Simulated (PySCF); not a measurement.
SMILES c1(ccccc1[SiH3])F (C6H7FSi), singlet, GFN2-xTB optimised geometry. Atoms within 1.6 Å of the plane z = 0.6 Å (x, y, z in Å): F1 (-1.59, -1.68, 0.00), C2 (-0.95, -0.48, 0.00), C3 (-1.72, 0.67, 0.00), C4 (-1.07, 1.89, 0.00), C5 (0.32, 1.93, 0.00), C6 (1.05, 0.76, 0.00), C7 (0.43, -0.48, 0.00), Si8 (1.37, -2.13, 0.00), H9 (-2.80, 0.60, 0.00), H10 (-1.64, 2.80, 0.00), H11 (0.82, 2.89, 0.00), H12 (2.13, 0.81, 0.00), H14 (0.98, -2.89, 1.18), H15 (2.80, -1.81, 0.03).

Calculation: B3LYP/def2-TZVP run with PySCF 2.14.0.

Map of the deformation density (molecule minus spherical neutral atoms) (e/bohr³) on the plane z = 0.6 Å:

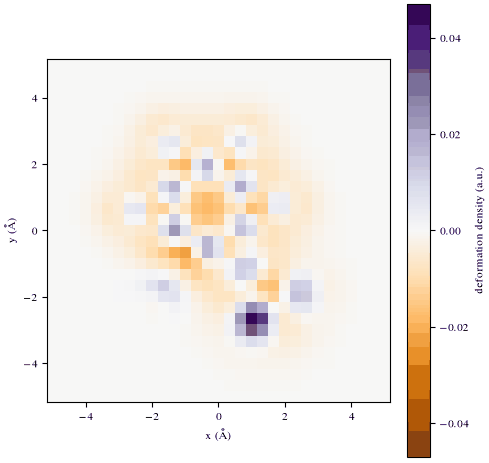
Figure. Deformation density (molecule minus spherical neutral atoms) (e/bohr³) on the plane z = 0.6 Å.
